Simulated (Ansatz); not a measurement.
# U-wB97M-V/STO-3G run of BF2 (SMILES F[B]F)

What is the energy change on altering one bond length of BF2 at U-wB97M-V/STO-3G? 

The calculation is run with Ansatz 0.2.0.

36 further runs of the same task are left out: 36 set aside as unsound or not needed.

## 1. Starting point

BF2 has 3 atoms, charge 0, and is taken as a doublet. SMILES: `F[B]F`. The coordinates come from a PBE0-D4/def2-TZVP relaxation.

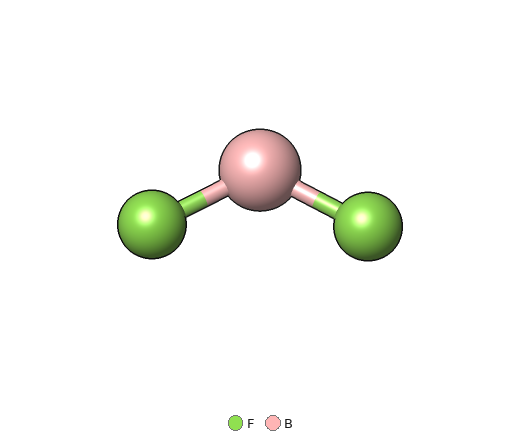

Viewed from a chosen angle; fluorine green, boron pink.

## 2. A single-point energy at U-wB97M-V/STO-3G

in.yaml

```yaml
crystal:
  periodic: [false, false, false]
  atoms:
    - symbol: F
      position_ang: [0.513100, -1.044300, 0.160000]
    - symbol: B
      position_ang: [0.279000, 0.240500, 0.181300]
    - symbol: F
      position_ang: [-0.802900, 0.738900, -0.354600]
basis:
  gaussian: {orbitals: STO-3G}
magnetization: {spin_polarized: true, initial_magnetization: 1}
hamiltonian: {xc: {name: wB97M-V}}
accuracy: high
```

On the command line:

```sh
$ ansatz run in.yaml --threads 1 --pin off --max-ram 2610MiB --events-out events.jsonl --progress --plain --runs-dir runs
```

Log:

```text
Warning: RAYON_NUM_THREADS=1 ignored (pool sized by the plan → 1); use --threads N
Functional definition: wB97M-V
  name "wB97M-V"
  parameter omega = 0.3/bohr
  parameter cx = 0.15
  parameter cx01 = 1.007
  parameter cx10 = 0.259
  parameter css00 = 0.443
  parameter css04 = -1.437
  parameter css10 = -4.535
  parameter css20 = -3.390
  parameter css43 = 4.278
  parameter cos00 = 1.000
  parameter cos10 = 1.358
  parameter cos20 = 2.924
  parameter cos21 = -8.812
  parameter cos60 = -1.390
  parameter cos61 = 9.142
  parameter b = 6.0
  parameter c = 0.01
  gx(w, u) = 1 - cx + cx01*u + cx10*w
  gss(w, u) = css00 + css04*u^4 + css10*w + css20*w^2 + css43*w^4*u^3
  gos(w, u) = cos00 + cos10*w + (cos20 + cos21*u)*w^2 + (cos60 + cos61*u)*w^6
  exchange = spin_sum(e_x_unif_sr(omega)*gx(b97_w, b97_u_x)) + cx*exact_x_sr(omega) + exact_x_lr(omega)
  correlation = spin_sum(e_c_pw_mod_same_spin*gss(b97_w, b97_u_same))
      + integral(e_c_pw_mod_opposite_spin*gos(b97_w_opposite, b97_u_opposite)) + vv10(b, c)
250 factors; integrals over basis functions are off by at most 3.9e-8 eV
121 factors; integrals over basis functions are off by at most 8.7e-10 eV
mean field evaluation 1: about -6021.8964 eV, gradient 1.3e1 eV
mean field evaluation 2: about -6022.8899 eV, gradient 8.2e0 eV
mean field evaluation 4: about -6023.3079 eV, gradient 3.6e-1 eV
mean field evaluation 8: about -6023.2960 eV, gradient 4.8e-3 eV
mean field evaluation 16: about -6023.2960 eV, gradient 2.2e-6 eV
mean field -6023.29601782 eV, -221.3520459183 hartree, gradient 7.5e-8 eV, S^2 0.751477; 0 other end points of the search recorded, 0 dependent functions left out
reference -6023.29601932 eV, -221.3520459735 hartree; 12, 11 occupied and 3, 4 virtual orbitals, 250 factors
Total energy: -6023.29601932 eV, -221.3520459735 hartree
```

Wall time 6.6 s (1 thread of Intel Xeon Platinum 8488C (Sapphire Rapids), shared host); peak memory 0.39 GiB.

## 3. The distorted shape, same level

in.yaml

```yaml
crystal:
  periodic: [false, false, false]
  atoms:
    - symbol: F
      position_ang: [0.783557, -1.168892, 0.293966]
    - symbol: B
      position_ang: [0.549457, 0.115908, 0.315266]
    - symbol: F
      position_ang: [-0.802900, 0.738900, -0.354600]
basis:
  gaussian:
    orbitals: STO-3G
magnetization:
  spin_polarized: true
  initial_magnetization: 1
hamiltonian:
  xc: {name: wB97M-V}
accuracy: high
```

On the command line:

```sh
$ ansatz run in.yaml --threads 1 --pin off --max-ram 2610MiB --events-out events.jsonl --progress --plain --runs-dir runs
```

Log, shortened:

```text
Warning: RAYON_NUM_THREADS=1 ignored (pool sized by the plan → 1); use --threads N
[... 2 set-up lines as earlier in the session ...]
[...]
  gx(w, u) = 1 - cx + cx01*u + cx10*w
  gss(w, u) = css00 + css04*u^4 + css10*w + css20*w^2 + css43*w^4*u^3
  gos(w, u) = cos00 + cos10*w + (cos20 + cos21*u)*w^2 + (cos60 + cos61*u)*w^6
[...]
      + integral(e_c_pw_mod_opposite_spin*gos(b97_w_opposite, b97_u_opposite)) + vv10(b, c)
249 factors; integrals over basis functions are off by at most 4.0e-8 eV
122 factors; integrals over basis functions are off by at most 6.8e-10 eV
[...]
mean field -6021.83904028 eV, -221.2985029811 hartree, gradient 5.8e-8 eV, S^2 0.753590; 0 other end points of the search recorded, 0 dependent functions left out
reference -6021.83904175 eV, -221.2985030352 hartree; 12, 11 occupied and 3, 4 virtual orbitals, 249 factors
Total energy: -6021.83904175 eV, -221.2985030352 hartree
```

It took 7.2 s on 1 thread of Intel Xeon Platinum 8488C (Sapphire Rapids), shared host; peak memory 0.39 GiB.

## 4. Outcome

Level: U-wB97M-V/STO-3G.

```
                                                         quantity          value
                                        first shape: total energy  -221.35205 Eh
                                                first shape: ⟨S²⟩          0.751
                                    distorted shape: total energy  -221.29850 Eh
                                            distorted shape: ⟨S²⟩          0.754
energy change with the B2–F3 bond stretched from 1.306 to 1.633 Å       1.457 eV
```

What this shows: With the B2–F3 bond stretched from 1.306 to 1.633 Å the energy rises by 1.46 eV (34 kcal/mol). The first shape isn't relaxed at this level, so the change isn't measured from a minimum. The minimal basis adds a large error of its own.
